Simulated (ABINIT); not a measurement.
# ZnS (F-43m): Raman and infrared activity

Which lines does ZnS (F-43m) show in Raman and infrared spectra?

Main program and level: ABINIT 10.8.3; DFT LDA, scalar-relativistic, plane waves, PseudoDojo norm-conserving pseudopotentials.

The database entry behind the starting cell differs from later determinations by our own check (about 0.1 % short), so it need not match the best structure at ambient conditions.

**1. Set-up**

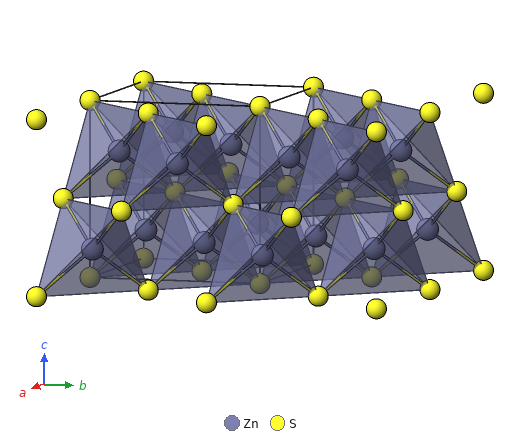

Start, viewed slightly off an axis; zinc blue, sulfur yellow. 2×2×1 cells are drawn. This picture shows the conventional cell, with its axes. Bonds to atoms that aren't drawn are left out. Some periodic images of atoms are drawn too.

As a file:

```cif
data_structure
_symmetry_space_group_name_H-M 'F-43m'
_symmetry_Int_Tables_number 216
_cell_length_a 5.4040
_cell_length_b 5.4040
_cell_length_c 5.4040
_cell_angle_alpha 90.000
_cell_angle_beta 90.000
_cell_angle_gamma 90.000
_cell_volume 157.81
loop_
_atom_site_label
_atom_site_type_symbol
_atom_site_symmetry_multiplicity
_atom_site_Wyckoff_symbol
_atom_site_fract_x
_atom_site_fract_y
_atom_site_fract_z
_atom_site_occupancy
Zn1 Zn 4 d 0.25000 0.25000 0.75000 1
S1 S 4 a 0.00000 0.00000 0.00000 1
```

**2. A first look**

A first run with smearing and empty bands tells whether the crystal has a gap, which decides between fixed occupations and smearing later on.

The input, probe.abi:

```
# ground state
tolvrs 1.0d-08
prtden 1
prtwf 1

# basis, mesh and filling
ecut 38.0
ngkpt 6 6 6
nshiftk 1
shiftk 0.0 0.0 0.0
istwfk *1
occopt 7
tsmear 0.005
nband 20
nstep 100
diemac 9.0
prtebands 0
prtgsr 0

# cell and atoms
acell 7.221031002 7.221031002 7.221031002
rprim 
    -0.7071067812 0.0 0.7071067812
    0.0 0.7071067812 0.7071067812
    -0.7071067812 0.7071067812 0.0
ntypat 2
znucl 30 16
natom 2
typat 1 2
xred 
    0.25 0.25 0.25
    0.0 0.0 0.0
pp_dirpath "./pseudo"
pseudos "Zn.upf, S.upf"
```

On the command line:

```console
OMP_NUM_THREADS=1 mpirun -n 8 abinit probe.abi > probe.log
```

Numbers of over 12 decimals in the logs are rounded to 6 here.

probe.abo, the main output file:

```text
[banners, grids, parts of the stress and lines that vanish by symmetry left out]
- input  file    -> probe.abi
- output file    -> probe.abo
- root for input  files -> probei
[...]
Symmetries : space group F-4 3 m (#216); Bravais cF (face-center cubic)
[...]
mpw =        2998          nfft =       91125          nkpt =          16
[...]
== DATASET  1 ==================================================================
[...]
cutoff_energies: {ecut:  38.0, pawecutdg:  -1.0, }
[...]
ETOT  1  -219.37846422202    -2.194E+02 2.909E-01 5.366E+02
 ETOT  2  -219.95883442180    -5.804E-01 3.051E-02 6.201E+02
 ETOT  3  -220.03761470752    -7.878E-02 4.623E-03 1.754E+01
 ETOT  4  -220.03864070032    -1.026E-03 8.924E-04 5.489E+00
 ETOT  5  -220.03914687710    -5.062E-04 5.062E-04 9.425E-01
[...]
ETOT  9  -220.03927003180    -1.190E-10 1.209E-05 5.140E-08
 ETOT 10  -220.03927003184    -3.243E-11 2.738E-05 1.929E-10
 At SCF step   10       vres2   =  1.93E-10 < tolvrs=  1.00E-08 =>converged.
[...]
sigma(1 1)=  1.70176165E-04  sigma(3 2)=  0.00000000E+00
  sigma(2 2)=  1.70176165E-04  sigma(3 1)=  0.00000000E+00
  sigma(3 3)=  1.70176165E-04  sigma(2 1)=  0.00000000E+00
[...]
convergence: {deltae: -3.243E-11, res2:  1.929E-10, residm:  2.738E-05, diffor: null, }
etotal    :  -2.20039270E+02
[...]
sigma(1 1)=  1.70176165E-04  sigma(3 2)=  0.00000000E+00
  sigma(2 2)=  1.70176165E-04  sigma(3 1)=  0.00000000E+00
  sigma(3 3)=  1.70176165E-04  sigma(2 1)=  0.00000000E+00
[...]
- sigma(1 1)=  5.00675564E+00  sigma(3 2)=  0.00000000E+00
- sigma(2 2)=  5.00675564E+00  sigma(3 1)=  0.00000000E+00
- sigma(3 3)=  5.00675564E+00  sigma(2 1)=  0.00000000E+00
[...]
fcart      4.4396859283E-48 -1.0299709194E-31 -1.0299709194E-31
           strten      1.7017616534E-04  1.7017616534E-04  1.7017616534E-04
================================================================================

[key lines of the parts left out:]
pressure_GPa:  -5.0068E+00
```

Wall time 13 s (8 MPI ranks of Arm Neoverse N1, shared host); 1.7 min of CPU time.

Numbers from this step:

- volume per atom: 19.73 Å³
- pressure: -5.007 GPa
- gap on the k-mesh: 1.857 eV

A gap of 1.9 eV opens on this mesh, so the crystal is taken as an insulator; the printed pressure holds the stress of the finite basis too.

**3. Relaxation**

The harmonic expansion needs vanishing forces, and a free crystal bears no stress, so cell and atoms are brought to rest. Stress is more sensitive to the basis than forces are: the last 3 Ha under the cutoff are smoothed with ecutsm, and the cutoff is raised above that of the later runs.

The input, relax.abi:

```
# relaxation
ionmov 2
optcell 2
dilatmx 1.08
ntime 40
tolmxf 1.0d-05
tolvrs 1.0d-14
prtwf 0
prtden 0
chksymtnons 0

# basis, mesh and filling
ecut 47.0
ecutsm 3.0
ngkpt 10 10 10
nshiftk 1
shiftk 0.0 0.0 0.0
istwfk *1
occopt 1
nband 13
nstep 100
diemac 9.0
prtebands 0
prtgsr 0

# cell and atoms
acell 7.221031002 7.221031002 7.221031002
rprim 
    -0.7071067812 0.0 0.7071067812
    0.0 0.7071067812 0.7071067812
    -0.7071067812 0.7071067812 0.0
ntypat 2
znucl 30 16
natom 2
typat 1 2
xred 
    0.25 0.25 0.25
    0.0 0.0 0.0
pp_dirpath "./pseudo"
pseudos "Zn.upf, S.upf"
```

On the command line:

```console
OMP_NUM_THREADS=1 mpirun -n 8 abinit relax.abi > relax.log
```

relax.abo, the main output file:

```text
[banners, grids, parts of the stress and lines that vanish by symmetry left out]
- input  file    -> relax.abi
- output file    -> relax.abo
- root for input  files -> relaxi
[...]
Symmetries : space group F-4 3 m (#216); Bravais cF (face-center cubic)
[...]
mpw =        5194          nfft =      125000          nkpt =          47
[...]
== DATASET  1 ==================================================================
[...]
cutoff_energies: {ecut:  47.0, pawecutdg:  -1.0, }
[...]
ETOT  1  -210.79400808150    -2.108E+02 3.237E-01 4.591E+04
 ETOT  2  -211.67866417146    -8.847E-01 2.342E-01 9.803E+04
 ETOT  3  -218.93714335431    -7.258E+00 7.546E-02 1.312E+04
 ETOT  4  -219.54166769637    -6.045E-01 3.496E-03 6.352E+03
 ETOT  5  -219.78652925645    -2.449E-01 2.554E-03 3.070E+03
[...]
At SCF step   21       vres2   =  3.37E-16 < tolvrs=  1.00E-14 =>converged.
[...]
sigma(1 1)=  1.56717901E-04  sigma(3 2)=  0.00000000E+00
  sigma(2 2)=  1.56717901E-04  sigma(3 1)=  0.00000000E+00
  sigma(3 3)=  1.56717901E-04  sigma(2 1)=  0.00000000E+00
[...]
convergence: {deltae:  9.351E-12, res2:  3.365E-16, residm:  3.764E-16, diffor: null, }
etotal    :  -2.20039562E+02
[...]
ETOT  1  -220.01124995287    -2.200E+02 1.218E-02 3.585E+02
[...]
At SCF step   14       vres2   =  2.08E-17 < tolvrs=  1.00E-14 =>converged.
[...]
sigma(1 1)=  1.24278108E-04  sigma(3 2)=  0.00000000E+00
  sigma(2 2)=  1.24278108E-04  sigma(3 1)=  0.00000000E+00
  sigma(3 3)=  1.24278108E-04  sigma(2 1)=  0.00000000E+00
[...]
convergence: {deltae:  1.828E-11, res2:  2.079E-17, residm:  2.474E-18, diffor: null, }
etotal    :  -2.20040088E+02
[...]
ETOT  1  -219.74294439091    -2.197E+02 2.559E+00 4.120E+03
[...]
At SCF step   14       vres2   =  2.03E-15 < tolvrs=  1.00E-14 =>converged.
[...]
sigma(1 1)= -1.28902625E-05  sigma(3 2)=  0.00000000E+00
  sigma(2 2)= -1.28902625E-05  sigma(3 1)=  0.00000000E+00
  sigma(3 3)= -1.28902625E-05  sigma(2 1)=  0.00000000E+00
[...]
convergence: {deltae: -3.129E-11, res2:  2.027E-15, residm:  6.705E-18, diffor: null, }
etotal    :  -2.20040861E+02
[...]
ETOT  1  -220.03710136036    -2.200E+02 1.130E-06 4.444E+01
[...]
At SCF step   12       vres2   =  8.52E-15 < tolvrs=  1.00E-14 =>converged.
[...]
sigma(1 1)=  8.62615453E-07  sigma(3 2)=  0.00000000E+00
  sigma(2 2)=  8.62615453E-07  sigma(3 1)=  0.00000000E+00
  sigma(3 3)=  8.62615453E-07  sigma(2 1)=  0.00000000E+00
[...]
convergence: {deltae:  9.777E-12, res2:  8.516E-15, residm:  4.484E-17, diffor: null, }
etotal    :  -2.20040868E+02
[...]
ETOT  1  -220.04085409036    -2.200E+02 4.805E-08 1.690E-01
[...]
ETOT 10  -220.04086810375    -2.720E-11 7.765E-17 1.274E-13
 ETOT 11  -220.04086810374     1.285E-11 2.469E-18 2.084E-15
 At SCF step   11       vres2   =  2.08E-15 < tolvrs=  1.00E-14 =>converged.
[...]
sigma(1 1)=  5.24166856E-09  sigma(3 2)=  0.00000000E+00
  sigma(2 2)=  5.24166856E-09  sigma(3 1)=  0.00000000E+00
  sigma(3 3)=  5.24166856E-09  sigma(2 1)=  0.00000000E+00
[...]
convergence: {deltae:  1.285E-11, res2:  2.084E-15, residm:  2.469E-18, diffor: null, }
etotal    :  -2.20040868E+02
[...]
At Broyd/MD step   5, gradients are converged :
[...]
sigma(1 1)=  5.24166856E-09  sigma(3 2)=  0.00000000E+00
  sigma(2 2)=  5.24166856E-09  sigma(3 1)=  0.00000000E+00
  sigma(3 3)=  5.24166856E-09  sigma(2 1)=  0.00000000E+00
[...]
- sigma(1 1)=  1.54215213E-04  sigma(3 2)=  0.00000000E+00
- sigma(2 2)=  1.54215213E-04  sigma(3 1)=  0.00000000E+00
- sigma(3 3)=  1.54215213E-04  sigma(2 1)=  0.00000000E+00
[...]
fcart     -1.0511383424E-31 -7.3579683966E-31  4.2045533695E-31
           strten      5.2416685558E-09  5.2416685558E-09  5.2416685575E-09
================================================================================

[key lines of the parts left out:]
pressure_GPa:  -1.5422E-04
Total energy (etotal) [Ha]= -2.20040868103739E+02
```

The job ended after 3 min (8 MPI ranks; 24 min of CPU time).

Relaxation path:

| step | energy less that of the first step (eV) | largest force (eV/Å) | volume (Å³) |
| --- | --- | --- | --- |
| 1 | 0.0000 | 0.0000 | 39.45 |
| 2 | -0.0143 | 0.0000 | 38.90 |
| 3 | -0.0353 | 0.0000 | 36.96 |
| 4 | -0.0355 | 0.0000 | 37.13 |
| 5 | -0.0355 | 0.0000 | 37.12 |

```
conventional cell, symmetrised  before  after  change
                         a (Å)   5.404  5.295  -2.0 %
                         b (Å)   5.404  5.295  -2.0 %
                         c (Å)   5.404  5.295  -2.0 %
              volume (Å³/atom)   19.73  18.56  -5.9 %
```

Final coordinates:

```
Zn S
1.0
    -2.64759    0.00000    2.64759
     0.00000    2.64759    2.64759
    -2.64759    2.64759    0.00000
Zn S
1 1
Direct
  0.25000 0.25000 0.25000
  0.00000 0.00000 0.00000
```

Read from the output:

| Quantity | Value |
| --- | --- |
| volume per atom | 18.56 Å³ |
| pressure | -1.54e-4 GPa |

The volume changes by -5.9 % in this run and stands -5.9 % from the first cell.

**4. Self-consistent run for the response**

The response is built on these wavefunctions, so the potential is converged far more tightly than an energy would need. The mesh is shifted off Γ, since shifted meshes converge sums over the zone faster.

The input, gs.abi:

```
# ground state
tolvrs 1.0d-16
prtden 1
prtwf 1

# basis, mesh and filling
ecut 38.0
ngkpt 8 8 8
nshiftk 4
shiftk 
    0.5 0.5 0.5
    0.5 0.0 0.0
    0.0 0.5 0.0
    0.0 0.0 0.5
istwfk *1
occopt 1
nband 13
nstep 100
diemac 9.0
prtebands 0
prtgsr 0

# cell and atoms
acell 7.075616634 7.075616634 7.075616634
rprim 
    -0.7071067812 0.0 0.7071067812
    0.0 0.7071067812 0.7071067812
    -0.7071067812 0.7071067812 0.0
ntypat 2
znucl 30 16
natom 2
typat 1 2
xred 
    0.25 0.25 0.25
    0.0 0.0 0.0
pp_dirpath "./pseudo"
pseudos "Zn.upf, S.upf"
```

On the command line:

```console
OMP_NUM_THREADS=1 mpirun -n 8 abinit gs.abi > gs.log
```

gs.abo, the main output file:

```text
[banners, grids, parts of the stress and lines that vanish by symmetry left out]
- input  file    -> gs.abi
- output file    -> gs.abo
- root for input  files -> gsi
[...]
Symmetries : space group F-4 3 m (#216); Bravais cF (face-center cubic)
[...]
mpw =        2821          nfft =       64000          nkpt =          60
[...]
== DATASET  1 ==================================================================
[...]
cutoff_energies: {ecut:  38.0, pawecutdg:  -1.0, }
[...]
ETOT  1  -211.84461993680    -2.118E+02 2.892E-01 2.096E+04
 ETOT  2  -212.96927396166    -1.125E+00 2.148E-01 4.393E+04
 ETOT  3  -219.07899805007    -6.110E+00 6.340E-02 6.106E+03
 ETOT  4  -219.60792024309    -5.289E-01 6.468E-03 2.909E+03
 ETOT  5  -219.83236163501    -2.244E-01 1.043E-03 1.330E+03
[...]
ETOT 21  -220.04071635169    -1.194E-11 4.673E-18 3.647E-16
 ETOT 22  -220.04071635169    -6.736E-12 2.272E-19 8.971E-17
 At SCF step   22       vres2   =  8.97E-17 < tolvrs=  1.00E-16 =>converged.
[...]
sigma(1 1)=  1.50957000E-05  sigma(3 2)=  0.00000000E+00
  sigma(2 2)=  1.50957000E-05  sigma(3 1)=  0.00000000E+00
  sigma(3 3)=  1.50957000E-05  sigma(2 1)=  0.00000000E+00
[...]
convergence: {deltae: -6.736E-12, res2:  8.971E-17, residm:  2.272E-19, diffor: null, }
etotal    :  -2.20040716E+02
[...]
sigma(1 1)=  1.50957000E-05  sigma(3 2)=  0.00000000E+00
  sigma(2 2)=  1.50957000E-05  sigma(3 1)=  0.00000000E+00
  sigma(3 3)=  1.50957000E-05  sigma(2 1)=  0.00000000E+00
[...]
- sigma(1 1)=  4.44130826E-01  sigma(3 2)=  0.00000000E+00
- sigma(2 2)=  4.44130826E-01  sigma(3 1)=  0.00000000E+00
- sigma(3 3)=  4.44130826E-01  sigma(2 1)=  0.00000000E+00
[...]
fcart     -5.2556917118E-32  5.2556917118E-32 -1.5767075135E-31
           strten      1.5095699956E-05  1.5095699956E-05  1.5095699956E-05
================================================================================

[key lines of the parts left out:]
pressure_GPa:  -4.4413E-01
```

Run time: 39 s. Hardware: 8 MPI ranks; 5.1 min of CPU time.

This step gave:

* pressure: -0.4441 GPa

The cell stands at -0.44 GPa: the relaxation ran with a smoothed and higher cutoff and on another k mesh.

**5. The gap at rest**

Empty bands on the ground state's density check that the gap assumed so far is there in this cell.

The input, gap.abi:

```
# empty bands on the ground state's density
iscf -2
getden_filepath "gso_DEN"
tolwfr 1.0d-12
nbdbuf 2
prtwf 0

# basis, mesh and filling
ecut 38.0
ngkpt 12 12 12
nshiftk 1
shiftk 0.0 0.0 0.0
istwfk *1
occopt 1
nband 17
nstep 100
diemac 9.0
prtebands 0
prtgsr 0

# cell and atoms
acell 7.075616634 7.075616634 7.075616634
rprim 
    -0.7071067812 0.0 0.7071067812
    0.0 0.7071067812 0.7071067812
    -0.7071067812 0.7071067812 0.0
ntypat 2
znucl 30 16
natom 2
typat 1 2
xred 
    0.25 0.25 0.25
    0.0 0.0 0.0
pp_dirpath "./pseudo"
pseudos "Zn.upf, S.upf"
```

On the command line:

```console
OMP_NUM_THREADS=1 mpirun -n 8 abinit gap.abi > gap.log
```

gap.abo, the main output file:

```text
[banners, grids, parts of the stress and lines that vanish by symmetry left out]
- input  file    -> gap.abi
- output file    -> gap.abo
- root for input  files -> gapi
[...]
Symmetries : space group F-4 3 m (#216); Bravais cF (face-center cubic)
[...]
mpw =        2826          nfft =       64000          nkpt =          72
[...]
== DATASET  1 ==================================================================
[...]
cutoff_energies: {ecut:  38.0, pawecutdg:  -1.0, }
[...]
-outvars: echo values of variables after computation
            acell      7.0756166340E+00  7.0756166340E+00  7.0756166340E+00 Bohr
================================================================================
```

Wall time 19 s (8 MPI ranks).

This step gave:

```yaml
gap_on_the_k_mesh: 2.129 eV
```

In this cell the gap on the mesh is 2.1 eV, direct, so fixed occupations hold.

[end of part 1 of 3]

[Host names and launcher messages were left out of these logs when they were recorded.]

[Logs are printed without paths, hosts, clocks, repeated set-up lines and the standing remarks that a program may print on its own settings, such as how far it seeks lower states.]

[Hosts, paths, dates, database ids (printed as entryN), source tags and the programs' standing remarks are cut or masked in the printed files.]
